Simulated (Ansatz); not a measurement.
Consider C2H5Sn (charge +1).

```xyz
8

C    -0.1416   -0.3044   -0.9641
C    -0.2128   -0.5066    0.5556
Sn    0.2175   -2.1161   -2.0658
H    -1.0326   -1.1762    0.8571
H    -0.3979    0.4607    1.0471
H    -1.0785    0.1328   -1.3630
H     0.6611    0.4060   -1.2452
H     0.7250   -0.9003    0.9761
```

Geometry: PBE0-D3(BJ)/def2-SVP; core potentials replace the inner electrons of Sn.

The calculation used isolated molecule in a Gaussian basis; Kohn-Sham density functional theory, functional PBE0 in Ansatz.

> What will maps of the electron density and electron localisation function show?

C–C (1.53 Å): ρ at the midpoint is about 1.6 e/Å³; the ELF peaks at about 0.95 between the atoms: a shared electron pair.
C–Sn (2.15 Å): ρ is about 0.75 e/Å³ halfway; the ELF peaks at about 0.90 in the valence shell of C, 0.7 Å from its nucleus, and drops to about 0.20 between the two atoms.
C–H (1.10 Å): ρ at the midpoint is about 2 e/Å³; the ELF climbs to about 1 towards the hydrogen, as it does in any bond to H (a covalent bond by its length).

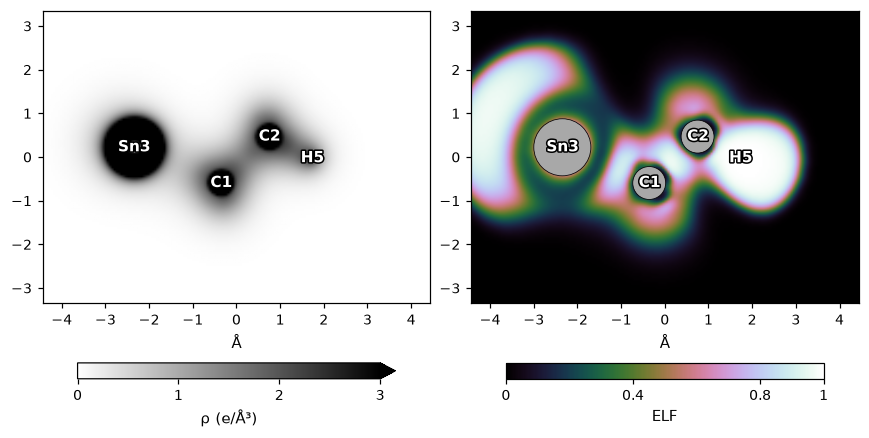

Computed electron density and electron localisation function on the plane of atoms C1, C2 and H5, in this order. Grey discs cover the atomic cores in the ELF map. 
